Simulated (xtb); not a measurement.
Single-point calculation of C₂H₄FSn

System: C₂H₄FSn, multiplicity 2.
Method: GFN1-xTB (xtb 6.7.1).

The geometry comes from this level: GFN2-xTB.

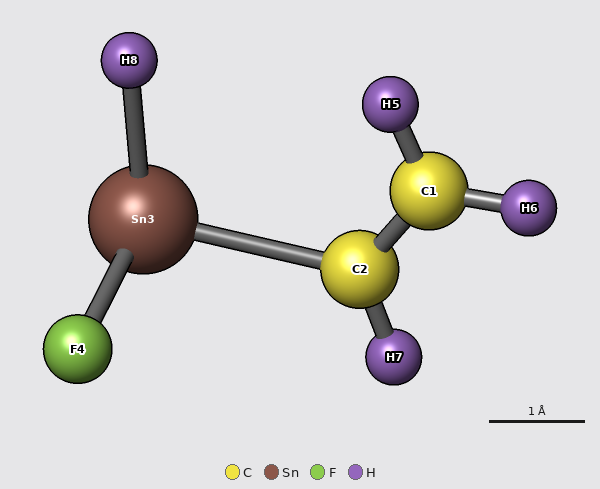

Figure 1. The input geometry (ball-and-stick view, seen at a tilt; atoms are numbered from 1 in the order of the input). Sticks mark near contacts. Bond lengths as drawn: C–C 1.31 Å, C–H 1.08 to 1.09 Å, C–Sn 2.35 Å, F–Sn 2.06 Å and H–Sn 1.97 Å.

### The input (geom.xyz)
```
8

C     -0.872950     0.840080     0.570830
C     -0.683550     0.239340    -0.576900
Sn     0.797030    -1.580620    -0.568010
F      2.410890    -0.597140    -1.389080
H     -0.426100     0.476570     1.486660
H     -1.477050     1.736230     0.672110
H     -1.101420     0.565590    -1.518330
H      1.353150    -1.680070     1.322720
```

### File xcontrol
```
$scc
   broydamp=0.2
$end
```

Run as:
```bash
xtb -I xcontrol -c 0 -u 1 --gfn 1 -- geom.xyz > xtb.out 2> xtb.err
```

### Output
```
* xtb version 6.7.1
   ID    Z sym.   atoms
    1    6 C      1, 2
    2   50 Sn     3
    3    9 F      4
    4    1 H      5-8

           -------------------------------------------------
          |                Calculation Setup                |
           -------------------------------------------------

          program call               : xtb -I xcontrol -c 0 -u 1 --gfn 1 -- geom.xyz
          coordinate file            : geom.xyz
          omp threads                :                     1

           -------------------------------------------------
          |                 G F N 1 - x T B                 |
           -------------------------------------------------

      * Hamiltonian:
        H0-scaling (s, p, d)           1.850000    2.250000    2.000000
        zeta-weighting                 0.000000
      * Dispersion:
        s8                             2.400000
        a1                             0.630000
        a2                             5.000000
        s9                             0.000000
      * Repulsion:
        kExp                           1.500000
        rExp                           1.000000
      * Coulomb:
        alpha                          2.000000
        third order                    atomic
        anisotropic                    false
      * Halogen bond correction:
        rad-scale                      1.300000
        damping                        0.440000

          ...................................................
          :                      SETUP                      :
          :.................................................:
          :  # basis functions                  30          :
          :  # atomic orbitals                  29          :
          :  # shells                           17          :
          :  # electrons                        23          :
          :  # halogen bonds                     0          :
          :  max. iterations                   250          :
          :  Hamiltonian                  GFN1-xTB          :
          :  restarted?                      false          :
          :  GBSA solvation                  false          :
          :  PC potential                    false          :
          :  electronic temp.          300.0000000     K    :
          :  accuracy                    1.0000000          :
          :  -> integral cutoff          0.2500000E+02      :
          :  -> integral neglect         0.1000000E-07      :
          :  -> SCF convergence          0.1000000E-05 Eh   :
          :  -> wf. convergence          0.2000000E-04 e    :
          :  Broyden damping             0.2000000          :
          :  net charge                          0          :
          :  unpaired electrons                  1          :
          ...................................................

 iter      E             dE          RMSdq      gap      omega  full diag
   1    -13.9895853 -0.139896E+02  0.677E+00    3.73       0.0  T
   2    -14.0349759 -0.453906E-01  0.550E+00    3.82       1.0  T
   3    -14.0064035  0.285724E-01  0.265E+00    2.73       1.0  T
   4    -13.9816395  0.247640E-01  0.245E+00    3.67       1.0  T
   5    -14.0405002 -0.588607E-01  0.866E-01    3.62       1.0  T
   6    -14.0443283 -0.382816E-02  0.591E-01    3.41       1.0  T
   7    -14.0473944 -0.306602E-02  0.175E-01    3.56       1.0  T
   8    -14.0477579 -0.363569E-03  0.471E-02    3.52       1.0  T
   9    -14.0477800 -0.221162E-04  0.824E-03    3.51       4.3  T
  10    -14.0477777  0.231381E-05  0.155E-02    3.52       2.3  T
  11    -14.0477800 -0.228822E-05  0.666E-03    3.52       5.3  T
  12    -14.0477805 -0.520141E-06  0.735E-04    3.52      48.1  T
  13    -14.0477805 -0.343278E-08  0.364E-04    3.52      97.1  T
  14    -14.0477805 -0.117504E-08  0.173E-04    3.52     204.8  T
  15    -14.0477805 -0.353007E-09  0.800E-06    3.52    4416.8  T

   *** convergence criteria satisfied after 15 iterations ***

         #    Occupation            Energy/Eh            Energy/eV
      -------------------------------------------------------------
         1        2.0000           -0.9443070             -25.6959
       ...           ...                  ...                  ...
         6        2.0000           -0.5249334             -14.2842
         7        2.0000           -0.4789721             -13.0335
         8        2.0000           -0.4746377             -12.9155
         9        2.0000           -0.4735581             -12.8862
        10        2.0000           -0.4670936             -12.7103
        11        2.0000           -0.4453269             -12.1180
        12        1.0000           -0.3993579             -10.8671 (HOMO)
        13                         -0.2701038              -7.3499 (LUMO)
        14                         -0.2133576              -5.8058
        15                         -0.1989629              -5.4141
        16                         -0.1573917              -4.2828
        17                         -0.1235137              -3.3610
       ...                                ...                  ...
        29                          0.6036756              16.4268
      -------------------------------------------------------------
                  HL-Gap            0.1292541 Eh            3.5172 eV
             Fermi-level           -0.3785366 Eh          -10.3005 eV

 SCC (total)                   0 d,  0 h,  0 min,  0.014 sec
 SCC setup                      ...        0 min,  0.000 sec (  0.727%)
 Dispersion                     ...        0 min,  0.000 sec (  0.322%)
 classical contributions        ...        0 min,  0.000 sec (  0.143%)
 integral evaluation            ...        0 min,  0.002 sec ( 14.030%)
 iterations                     ...        0 min,  0.005 sec ( 34.402%)
 molecular gradient             ...        0 min,  0.007 sec ( 48.159%)
 printout                       ...        0 min,  0.000 sec (  2.016%)

         :::::::::::::::::::::::::::::::::::::::::::::::::::::
         ::                     SUMMARY                     ::
         :::::::::::::::::::::::::::::::::::::::::::::::::::::
         :: total energy             -13.941234225933 Eh    ::
         :: gradient norm              0.042260659628 Eh/a0 ::
         :: HOMO-LUMO gap              3.517183923079 eV    ::
         ::.................................................::
         :: SCC energy               -14.047780538552 Eh    ::
         :: -> electrostatic           0.037458189684 Eh    ::
         :: repulsion energy           0.108854793024 Eh    ::
         :: dispersion energy         -0.002308480405 Eh    ::
         :: halogen bond corr.         0.000000000000 Eh    ::
         :: add. restraining           0.000000000000 Eh    ::
         :: total charge              -0.000000000000 e     ::
         :::::::::::::::::::::::::::::::::::::::::::::::::::::

           -------------------------------------------------
          |                Property Printout                |
           -------------------------------------------------

    * Orbital Energies and Occupations

         #    Occupation            Energy/Eh            Energy/eV
      -------------------------------------------------------------
         1        2.0000           -0.9443070             -25.6959
         2        2.0000           -0.7448043             -20.2672
         3        2.0000           -0.6574610             -17.8904
         4        2.0000           -0.6038136             -16.4306
         5        2.0000           -0.5619934             -15.2926
         6        2.0000           -0.5249334             -14.2842
         7        2.0000           -0.4789721             -13.0335
         8        2.0000           -0.4746377             -12.9155
         9        2.0000           -0.4735581             -12.8862
        10        2.0000           -0.4670936             -12.7103
        11        2.0000           -0.4453269             -12.1180
        12        1.0000           -0.3993579             -10.8671 (HOMO)
        13                         -0.2701038              -7.3499 (LUMO)
        14                         -0.2133576              -5.8058
        15                         -0.1989629              -5.4141
        16                         -0.1573917              -4.2828
        17                         -0.1235137              -3.3610
        18                         -0.1064303              -2.8961
        19                         -0.0715992              -1.9483
        20                         -0.0579106              -1.5758
        21                         -0.0533718              -1.4523
        22                         -0.0305577              -0.8315
        23                         -0.0259650              -0.7065
       ...                                ...                  ...
        29                          0.6036756              16.4268
      -------------------------------------------------------------
                  HL-Gap            0.1292541 Eh            3.5172 eV
             Fermi-level           -0.3785366 Eh          -10.3005 eV

  Mulliken/CM5 charges         n(s)   n(p)   n(d)
     1C    -0.04444 -0.14579   1.056  2.989  0.000
     2C    -0.06414 -0.12422   1.145  2.919  0.000
     3Sn    0.42220  0.41904   1.978  1.367  0.232
     4F    -0.38444 -0.40533   1.851  5.533  0.000
     5H     0.04129  0.09534   0.959  0.000  0.000
     6H     0.05662  0.10891   0.943  0.000  0.000
     7H     0.04549  0.10003   0.955  0.000  0.000
     8H    -0.07259 -0.04799   1.073  0.000  0.000

Wiberg/Mayer (AO) data.
largest (>0.10) Wiberg bond orders for each atom

 ---------------------------------------------------------------------------
     #   Z sym  total        # sym  WBO       # sym  WBO       # sym  WBO
 ---------------------------------------------------------------------------
     1   6 C    3.996 --     2 C    2.050     5 H    0.964     6 H    0.934
     2   6 C    3.857 --     1 C    2.050     7 H    0.976     3 Sn   0.604
                             8 H    0.142
     3  50 Sn   2.346 --     4 F    0.935     8 H    0.751     2 C    0.604
     4   9 F    1.057 --     3 Sn   0.935
     5   1 H    1.009 --     1 C    0.964
     6   1 H    1.003 --     1 C    0.934
     7   1 H    1.004 --     2 C    0.976
     8   1 H    0.969 --     3 Sn   0.751     2 C    0.142
 ---------------------------------------------------------------------------

Topologies differ in total number of bonds
Writing topology from bond orders to xtbtopo.mol

 dipole moment from electron density (au)
     X       Y       Z
  -1.9682  -0.6556   0.3485  total (Debye):    5.347

           -------------------------------------------------
          | TOTAL ENERGY              -13.941234225933 Eh   |
          | GRADIENT NORM               0.042260659628 Eh/α |
          | HOMO-LUMO GAP               3.517183923079 eV   |
           -------------------------------------------------

------------------------------------------------------------------------
------------------------------------------------------------------------
 total:
 *  cpu-time:     0 d,  0 h,  0 min,  0.023 sec
 * ratio c/w:     0.890 speedup
 SCF:
 *  cpu-time:     0 d,  0 h,  0 min,  0.014 sec
 * ratio c/w:     0.960 speedup
```

### Summary

- outcome: converged
- electrons treated: 23
- total energy: −13.941234 hartree
- dispersion energy: −0.002308 hartree
- basis functions: 30
- dipole moment: 5.35 D
- hardware: 1 thread of Intel Xeon @ 2.50GHz (Skylake/Cascade Lake), 189 GiB of memory available, shared host
- peak memory: 0.071 GiB

### Remarks

Settings chosen away from the usual ones: method = gfn1-xtb; task = energy; x = {"broyden_damping": 0.2}. The record of the run, not the program, notes: no spin polarisation: high-spin states lie too high.
